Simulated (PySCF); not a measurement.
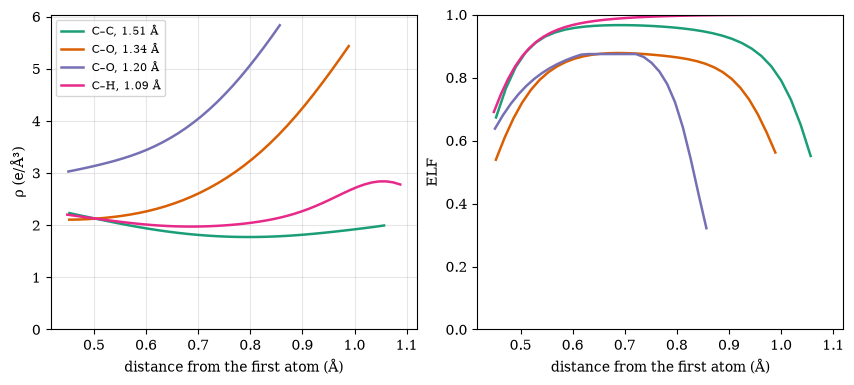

Figure. C$_{5}$H$_{10}$O$_{2}$ (SMILES COC(=O)C(C)C). Total electron density and ELF along straight lines between neighbouring atoms. The curves leave out the atomic cores.

Geometry: PBE0-D3(BJ)/def2-TZVP.

The calculation used PySCF 2.14.0, PBE0/pcSseg-2, SCF density, gas phase, non-relativistic.

```xyz
17

C     2.7760   -0.5522   -0.1546
O     1.5187   -0.2593    0.4454
C     0.5491    0.1026   -0.4070
O     0.7184    0.1979   -1.5934
C    -0.7627    0.3203    0.3072
C    -1.5638    1.4211   -0.3662
C    -1.5256   -1.0044    0.3219
H     2.6846   -1.3885   -0.8493
H     3.1529    0.3146   -0.6988
H     3.4444   -0.8089    0.6641
H    -0.5309    0.5986    1.3388
H    -2.5199    1.5560    0.1438
H    -1.7580    1.1664   -1.4093
H    -1.0296    2.3731   -0.3490
H    -1.7542   -1.3231   -0.6977
H    -0.9492   -1.7928    0.8098
H    -2.4677   -0.8875    0.8617
```

**Compare the contacts.**

C–C (1.51 Å): ρ is about 1.8 e/Å³ halfway; the ELF peaks at about 0.95 between the atoms (a covalent bond).
C–O (1.34 Å): ρ at the midpoint is about 2.5 e/Å³; the ELF peaks at about 0.90 between the atoms; a polar covalent bond.
C–O (1.20 Å): ρ at the midpoint is about 3.4 e/Å³; the ELF peaks at about 0.85 between the atoms; a multiple bond.
C–H (1.09 Å): the density is about 2.1 e/Å³ at the midpoint; the ELF climbs to about 1 towards the hydrogen, as it does in any bond to H: an ordinary covalent bond to hydrogen.
